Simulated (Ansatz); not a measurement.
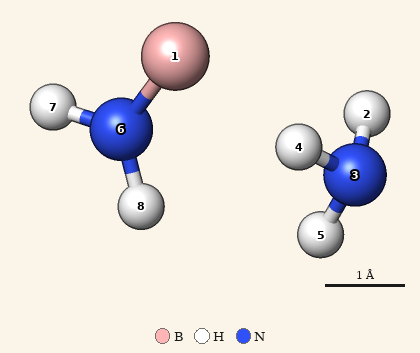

The structure (ball-and-stick view, seen at a tilt; atoms are numbered from 1 in the order of the input). Bond lengths as drawn: B–N 1.39 Å and H–N 1.02 to 1.03 Å.

BN2H5: frequency calculation

- system: BN2H5
- method: RKS PBE-D4/def2-SVP (Ansatz 0.2.0)

It belongs to a series of runs on one base structure; here: vibrations at the highest image of the band. Figures and captions count atoms from 1; the log counts them from 0 in places.

Log
```
Engine: ansatz 0.2.0, aarch64-unknown-linux-gnu
Functional definition: PBE
  parameter kappa = 0.804
  parameter beta = 0.06672455060314922
  exchange = pbe_x(kappa = kappa, mu = beta*pi^2/3)
  correlation = pbe_c(beta = beta)
788 factors; their error is unknown
mean field evaluation 1: about -3715.9092 eV, gradient 7.8e1 eV
mean field evaluation 2: about -3648.5508 eV, gradient 1.6e2 eV
mean field evaluation 4: about -3727.8106 eV, gradient 9.1e0 eV
mean field evaluation 8: about -3728.0138 eV, gradient 1.8e-1 eV
mean field evaluation 16: about -3727.9755 eV, gradient 4.4e-4 eV
mean field -3727.97554924 eV, -137.0005745220 hartree, gradient 2.5e-5 eV, S^2 0.000000; 0 other end points of the search recorded, 0 dependent functions left out
the calculation of the forces begins
reference -3727.97558110 eV, -137.0005756928 hartree; 12, 12 occupied and 55, 55 virtual orbitals, 788 factors
these checks for a lower state are left out or cut short: stability, starts, cluster_reference, orbital_swaps, neighbouring_geometries, increment
788 factors; their error is unknown
mean field -3727.97548710 eV, -137.0005722382 hartree, gradient 6.5e-7 eV, S^2 0.000000; 0 other end points of the search recorded, 0 dependent functions left out
[... from here on the field's lines of each further geometry are left out, up to the last ...]
the calculation of the forces begins
reference -3727.97555185 eV, -137.0005746179 hartree; 12, 12 occupied and 55, 55 virtual orbitals, 788 factors
these checks for a lower state are left out or cut short: stability, starts, cluster_reference, orbital_swaps, neighbouring_geometries, increment
788 factors; their error is unknown
mean field -3727.97550115 eV, -137.0005727547 hartree, gradient 2.0e-6 eV, S^2 0.000000; 0 other end points of the search recorded, 0 dependent functions left out
the calculation of the forces begins
reference -3727.97553301 eV, -137.0005739257 hartree; 12, 12 occupied and 55, 55 virtual orbitals, 788 factors
WARN: phonons: modes at or below zero, which the zero-point energy, F, S and C_V leave out: 1, the lowest at -145.17 cm⁻¹. A minimum has none, and a first-order saddle one
Total energy: -3728.06337228 eV, -137.0038019592 hartree
Atom 0 at    -0.707611    -0.831467     0.245415 Å, force    -0.003938     0.000605     0.003709 eV/Å
Atom 1 at     1.491840     0.177707     1.110091 Å, force     0.005200    -0.004629    -0.005377 eV/Å
Atom 2 at     2.069080     0.068515     0.263993 Å, force    -0.013259     0.001608    -0.005673 eV/Å
Atom 3 at     1.830688    -0.870359    -0.086406 Å, force     0.000753     0.002989     0.008218 eV/Å
Atom 4 at     1.713695     0.741977    -0.426896 Å, force     0.003823    -0.001784     0.004560 eV/Å
Atom 5 at    -1.322745     0.026436    -0.658659 Å, force     0.016861     0.001027    -0.021424 eV/Å
Atom 6 at    -2.323687    -0.089063    -0.858567 Å, force    -0.004355    -0.003772     0.011400 eV/Å
Atom 7 at    -0.874359     0.776254    -1.193569 Å, force    -0.005086     0.003955     0.004587 eV/Å
Dipole moment:    -0.487919     0.528990    -0.599211 e Å
Vibrations: -145.17 93.28 143.92 185.62 190.12 312.06 412.66 580.63 962.88 1216.25 1479.74 1579.40 1583.34 3370.85 3445.83 3494.42 3520.07 3561.78 cm⁻¹, zero-point energy 1.620031 eV
```

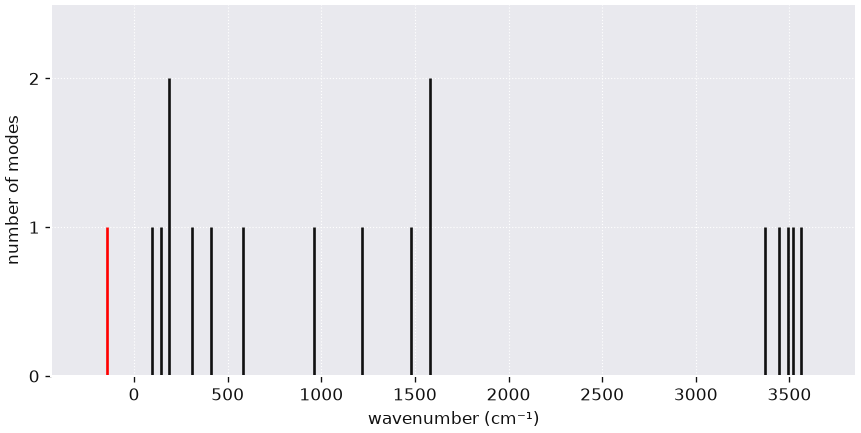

Harmonic vibrational wavenumbers from the force constants; neighbouring modes closer than 17 cm⁻¹ are counted in one stick, and imaginary ones are drawn at negative wavenumbers. 18 modes from 145i to 3562 cm⁻¹, 1 imaginary beyond 8i (145i cm⁻¹): a first-order saddle point, if the geometry is stationary.

The run was set up as follows.

The input
```yaml
crystal:
  periodic: [false, false, false]
  atoms:
    - { symbol: B, position_ang: [-0.707611, -0.831467, 0.245415] }
    - { symbol: H, position_ang: [1.49184, 0.177707, 1.110091] }
    - { symbol: "N", position_ang: [2.06908, 0.068515, 0.263993] }
    - { symbol: H, position_ang: [1.830688, -0.870359, -0.086406] }
    - { symbol: H, position_ang: [1.713695, 0.741977, -0.426896] }
    - { symbol: "N", position_ang: [-1.322745, 0.026436, -0.658659] }
    - { symbol: H, position_ang: [-2.323687, -0.089063, -0.858567] }
    - { symbol: H, position_ang: [-0.874359, 0.776254, -1.193569] }
basis:
  gaussian: { orbitals: def2-SVP }
hamiltonian:
  xc: pbe
  dispersion: d4
phonons: {}
```

Launch command:
```bash
ansatz run input.yaml --threads 2 --pin off --max-ram 3072MiB --backend cpu --events-out ev --progress --plain --runs-dir out
```

Key numbers

```tsv
quantity	value
outcome	converged
total energy	−3728.0634 eV
mean-field energy	−3727.9756 eV
largest force (length of the vector)	0.027 eV/Å
hardware	2 threads of Arm Neoverse V1, 24 GiB of memory available, shared host
wall time	21 s (CPU time 39 s)
peak memory	0.096 GiB
```
